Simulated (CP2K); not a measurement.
**CH6AlB (SMILES [BH2][AlH][CH3]): PM6**

What is the vertical electron affinity of CH6AlB at PM6? 

The calculation is run with CP2K 2026.2.

1 further run of the same task is left out (set aside as unsound or not needed).

## 1. Starting point

The species is CH6AlB (9 atoms), meant as a singlet with charge 0. SMILES: `[BH2][AlH][CH3]`. The shape comes from GFN2-xTB, which is rough for such elements, and wasn't checked as a minimum.

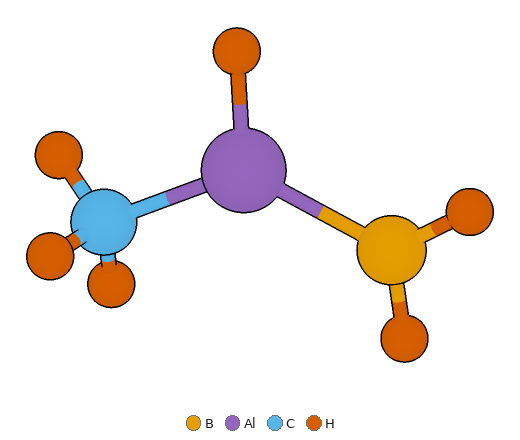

The structure, seen from a chosen angle (boron amber, aluminium purple, carbon blue, hydrogen orange).

## 2. Energy and gradient at PM6

The input, molecule.xyz:

```xyz
9

B     -1.042530     0.998660    -1.510270
Al     0.171980     0.605420     0.145030
C      0.640650    -1.140600     0.984010
H     -1.604320     0.146000    -2.103260
H     -1.243800     2.080250    -1.934850
H      0.830930     1.822070     0.888020
H     -0.112760    -1.928330     0.848500
H      1.584910    -1.561070     0.614860
H      0.774940    -1.022400     2.067960
```

The input, job.inp:

```
&GLOBAL
    PROJECT job
    RUN_TYPE ENERGY_FORCE
    PRINT_LEVEL MEDIUM
&END

&FORCE_EVAL
    METHOD QS
    &DFT
        &QS
            METHOD PM6
            EPS_DEFAULT 1.0E-10
            &SE
                &COULOMB
                    CUTOFF [angstrom] 50
                    RC_RANGE [angstrom] 0
                &END
                &EXCHANGE
                    CUTOFF [angstrom] 50
                    RC_RANGE [angstrom] 0
                &END
            &END
        &END
        # isolated system
        &POISSON
            PERIODIC NONE
            POISSON_SOLVER ANALYTIC
        &END
        # SCF settings
        &SCF
            SCF_GUESS ATOMIC
            EPS_SCF 1.0E-07
            MAX_SCF 50
            &OT
                MINIMIZER DIIS
                PRECONDITIONER FULL_ALL
            &END
            &OUTER_SCF
                EPS_SCF 1.0E-07
                MAX_SCF 8
            &END
        &END
        &PRINT
            &MOMENTS
                PERIODIC F
                REFERENCE COM
                MAX_MOMENT 1
            &END
            &MO_CUBES
                NLUMO 3
                NHOMO -1
                WRITE_CUBE F
            &END
            &HIRSHFELD OFF
            &END
        &END
    &END
    # structure
    &SUBSYS
        &CELL
            ABC 13.2 14 14.2
            PERIODIC NONE
        &END
        &TOPOLOGY
            COORD_FILE_NAME molecule.xyz
            COORD_FILE_FORMAT XYZ
            &CENTER_COORDINATES
            &END
        &END
    &END
    # extra output
    &PRINT
        &FORCES ON
        &END
    &END
&END
```

Run with:

```sh
OMP_NUM_THREADS=1 cp2k.psmp -i job.inp > job.out 2>&1
```

What it wrote (excerpt; [...] marks lines left out):

```text
CP2K| version string:                                       CP2K version 2026.2
[...]
 GLOBAL| Method name                                                        CP2K
[...]
 GLOBAL| Run type                                                   ENERGY_FORCE
[...]
                             - Atoms:                                          9
[...]
                             - Spherical basis functions:                     23
[...]
 Number of electrons:                                                         16
[...]
     1 OT DIIS     0.15E+00    0.0     0.33853961        -7.8362363425 -7.84E+00
[...]
     4 OT DIIS     0.15E+00    0.0     0.00000008       -11.3127015177 -6.39E-12
  *** SCF run converged in     4 steps ***
  Core-core repulsion energy [eV]:                            592.32798450670771
  Core Hamiltonian energy [eV]:                              -471.36059939727375
  Two-electron integral energy [eV]:                         -857.60329712649343
  Electronic energy [eV]:                                    -900.16224796052029
  Total energy [eV]:                                         -307.83426345381281
  Atomic reference energy [eV]:                               310.58018731871363
  Heat of formation [kcal/mol]:                                63.32251364633026
[...]
 SE_DIPOLE| Moment [Debye]          0.17154456       0.14633932       0.25901046
 SE_DIPOLE| Derivative [a.u.]       0.00000000       0.00000000       0.00000000
 *** WARNING in qs_scf_post_se.F:140 :: Printing of MO cube files not ***
 *** implemented for Semi-Empirical method.                           ***
 ENERGY| Total FORCE_EVAL ( QS ) energy [hartree]            -11.312701517738118
 FORCES| Atomic forces [hartree/bohr]
 FORCES|   Atom     x               y               z               |f|
 FORCES|      1  1.59542921E-02 -1.29194841E-02  2.35171469E-02   3.12171219E-02
 FORCES|      2 -1.06167757E-02 -9.46314113E-03 -1.40606415E-02   1.99992151E-02
 FORCES|      3 -4.73083693E-03  6.43357673E-04 -2.56239029E-03   5.41853958E-03
 FORCES|      4  3.00858016E-04 -5.39106099E-03  1.05817409E-03   5.50216199E-03
 FORCES|      5  3.73662996E-03  5.68223616E-03  3.52798331E-03   7.66138874E-03
 FORCES|      6  1.41719438E-04  1.43199746E-03 -2.23377655E-04   1.45622756E-03
 FORCES|      7  6.87387437E-05  7.78652515E-03 -3.56850834E-03   8.56556774E-03
 FORCES|      8 -3.20450213E-03  7.29585456E-03 -3.63875817E-03   8.76007355E-03
 FORCES|      9 -1.65012350E-03  4.93371519E-03 -4.04962828E-03   6.59271889E-03
 FORCES| Sum     2.28983499E-16  1.04083409E-16 -5.20417043E-17
 FORCES| Total atomic force                                       2.56856259E-16
[...]
```

It took 1.2 s on 1 thread of Intel Xeon 6975P-C (Granite Rapids), shared host; peak memory 0.19 GiB.

## 3. The doublet anion, same level

molecule.xyz is that of step 2.

The input, molecule.inp:

```
&global
   project_name molecule
   run_type ENERGY_FORCE
   print_level MEDIUM
&end global

&force_eval
   method Quickstep
   &dft
      charge -1
      multiplicity 2
      lsd T
      &qs
         method PM6
         eps_default 1.0E-10
         &se
            &coulomb
               cutoff [angstrom] 50
               rc_range [angstrom] 0
            &end coulomb
            &exchange
               cutoff [angstrom] 50
               rc_range [angstrom] 0
            &end exchange
         &end se
      &end qs
      &poisson
         periodic NONE
         poisson_solver ANALYTIC
      &end poisson
      # self-consistent field
      &scf
         scf_guess ATOMIC
         eps_scf 1.0E-07
         max_scf 80
         added_mos 8
         &diagonalization
            algorithm STANDARD
         &end diagonalization
         &mixing
            method DIRECT_P_MIXING
            alpha 0.4
         &end mixing
      &end scf
      # extra output
      &print
         &moments
            periodic F
            reference COM
            max_moment 1
         &end moments
         &mo ON
            energies T
            occupation_numbers T
            ndigits 6
            &each
               qs_scf 0
            &end each
            add_last NUMERIC
         &end mo
         &hirshfeld OFF
         &end hirshfeld
      &end print
   &end dft
   &subsys
      &cell
         abc 13.2 14 14.2
         periodic NONE
      &end cell
      &topology
         coord_file_name molecule.xyz
         coord_file_format XYZ
         &center_coordinates
         &end center_coordinates
      &end topology
   &end subsys
   # extra output
   &print
      &forces ON
      &end forces
   &end print
&end force_eval
```

Run with:

```sh
OMP_NUM_THREADS=1 cp2k.psmp -i molecule.inp > molecule.out 2>&1
```

What it wrote (excerpt; [...] marks lines left out):

```text
CP2K| version string:                                       CP2K version 2026.2
[...]
 GLOBAL| Method name                                                        CP2K
[...]
 GLOBAL| Run type                                                   ENERGY_FORCE
[...]
                             - Atoms:                                          9
[...]
                             - Spherical basis functions:                     23
[...]
 Number of electrons:                                                          9
[...]
     1 P_Mix/Diag. 0.40E+00    0.0     0.41834914        -5.7020665490 -5.70E+00
[...]
    20 DIIS/Diag.  0.11E-06    0.0     0.00000010       -11.3534752640 -4.65E-13
  *** SCF run converged in    20 steps ***
  Core-core repulsion energy [eV]:                            592.32798450670771
  Core Hamiltonian energy [eV]:                              -491.01365617479274
  Two-electron integral energy [eV]:                         -820.51620369255500
  Electronic energy [eV]:                                    -901.27175802107035
  Total energy [eV]:                                         -308.94377351436259
  Atomic reference energy [eV]:                               310.58018731871363
  Heat of formation [kcal/mol]:                                37.73660179788080
[...]
 ENERGY| Total FORCE_EVAL ( QS ) energy [hartree]            -11.353475263990628
 FORCES| Atomic forces [hartree/bohr]
 FORCES|   Atom     x               y               z               |f|
 FORCES|      1  3.21605318E-02 -1.82717182E-02  4.49625393E-02   5.82218638E-02
 FORCES|      2 -4.24956178E-02  8.52335378E-03 -5.80323466E-02   7.24311973E-02
 FORCES|      3  4.65399353E-03 -1.37929608E-02  1.10113571E-02   1.82525453E-02
 FORCES|      4  2.98666027E-03 -5.04867528E-03  4.48221176E-03   7.38237658E-03
 FORCES|      5  5.89853949E-03  3.73223467E-03  7.15926098E-03   9.99886802E-03
 FORCES|      6  4.26583811E-03  9.47683962E-04  5.04200565E-03   6.67212864E-03
 FORCES|      7 -4.45623458E-04  1.04394358E-02 -4.98107351E-03   1.15754695E-02
 FORCES|      8 -4.59434788E-03  8.50815889E-03 -4.53160745E-03   1.06785892E-02
 FORCES|      9 -2.42997401E-03  4.96248718E-03 -5.11234725E-03   7.52775844E-03
 FORCES| Sum    -4.85722573E-17  2.15105711E-16 -1.59594560E-16
 FORCES| Total atomic force                                       2.72213436E-16
[...]
```

Wall time 0.94 s (1 thread of Intel Xeon 6975P-C (Granite Rapids), shared host); peak memory 0.18 GiB.

## 4. Summary of results

At PM6:

```
                                                 quantity          value
                             singlet CH6AlB: total energy   -11.31270 Eh
                            singlet CH6AlB: dipole moment         0.34 D
singlet CH6AlB: heat of formation at this unrelaxed shape  63.3 kcal/mol
                 singlet CH6AlB: largest force on an atom     1.605 eV/Å
                              doublet anion: total energy   -11.35348 Eh
        doublet anion: HOMO energy (highest over α and β)       -1.31 eV
         doublet anion: LUMO energy (lowest over α and β)        5.44 eV
 doublet anion: heat of formation at this unrelaxed shape  37.7 kcal/mol
                  doublet anion: largest force on an atom     3.725 eV/Å
        vertical electron affinity (to the doublet anion)       1.110 eV
```

At fixed nuclei the extra electron is bound by 1.11 eV (26 kcal/mol). The largest force (singlet CH6AlB) is 1.61 eV/Å: the shape isn't a stationary point for this species at this level. A minimal valence basis can't be trusted even for the sign of an electron affinity.
